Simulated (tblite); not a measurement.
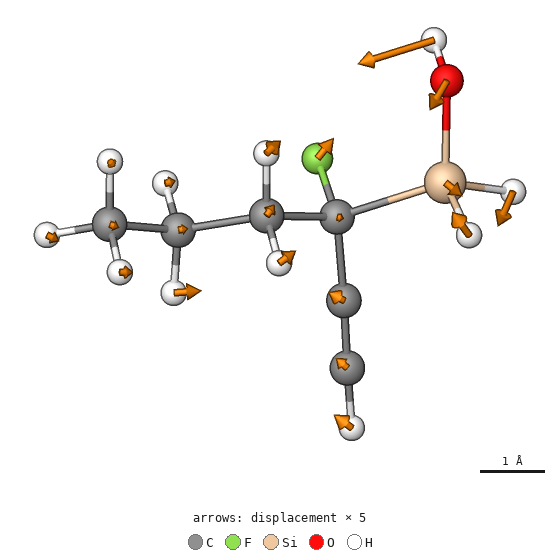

A relaxation of C6H11FOSi. The starting structure is drawn; orange arrows show the displacements, magnified 5 times. The two geometries are superimposed by the best rigid fit.

The picture is a ball-and-stick view, seen at a tilt.

The calculation used tblite 0.8.0, GFN2-xTB geometry optimisation, gas phase. 

Q: Which element moves most?

A: Hydrogen: up to 0.27 Å, against 0.12 Å for oxygen.

Q: What did the optimiser do to the structure, and how much energy did it gain?

A: The energy falls by 4.87 kcal/mol in 53 geometry steps. An H atom moves most after the best rigid fit: 0.27 Å. Largest moves by element: H 0.27 Å, O 0.12 Å, F 0.09 Å, Si 0.07 Å, C 0.06 Å. Near-neighbour distances that change, for instance: O–Si 1.677 → 1.620 Å, C–C 1.489 → 1.443 Å, C–F 1.376 → 1.420 Å, H–Si 1.489 → 1.460 Å. Among the angles between lasting bonds that change: H–Si–H 107.7° → 115.8°, Si–O–H 115.0° → 121.1°, O–Si–H 106.4° → 112.2°. The run took 0.44 s on 1 thread of Arm Neoverse V1, with other jobs on the host.
